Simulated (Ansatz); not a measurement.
Starting cell, InSb (zinc blende):

```
InSb
1.0
    0.00000     6.63495     6.63495
    3.31748     0.00000     3.31748
    3.31748     3.31748     0.00000
Sb In
2 2
Cartesian
  4.97621   4.97621   4.97621
  4.97621   8.29369   8.29369
  0.00000   0.00000   0.00000
  3.31748   6.63495   3.31748
```

The atoms are displaced by Q × the pattern below (from a DFPT mode at L = (0.5, 0.0, 0.0), largest move 1; Q in Å), at fixed cell. (q is in reciprocal vectors of the primitive cell; the cell shown is doubled to hold the pattern.)

```json
[
 {"atom": "Sb1", "x": "-0.546", "y": "0.546", "z": "0.546"},
 {"atom": "Sb2", "x": "0.546", "y": "-0.546", "z": "-0.546"},
 {"atom": "In3", "x": "0.577", "y": "-0.577", "z": "-0.577"},
 {"atom": "In4", "x": "-0.577", "y": "0.577", "z": "0.577"}
]
```

These are PBE (plane waves to 420 eV, PAW, scalar-relativistic; Ansatz, a quantum-chemistry and plane-wave program) values and carry that method's errors. k mesh 6×12×12 (Γ-centred), Fermi-Dirac smearing 0.05 eV. Energies are smeared free energies. With partly filled bands, energies and forces of such displacements shift with the k mesh and the smearing. At this level the bands of InSb touch or barely overlap; measurements give the solid a gap. InSb was relaxed with its symmetry unable to fall. Spin-orbit coupling is left out, though Sb is heavy. The PAW data are Ansatz's earlier set. The zero of ΔE is the undisplaced structure.

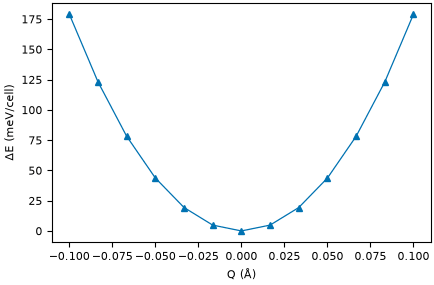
Figure. ΔE (meV/cell) against Q (Å); one marker a computed point.

What is the energy change at Q = 0.100 Å?

About 180 meV/cell.

What harmonic wavenumber does the curvature at Q = 0 give?

About 150 cm⁻¹.

(For displaced atoms, the force is minus the slope of the energy, and its curvature is a force constant, which sets phonon frequencies.)
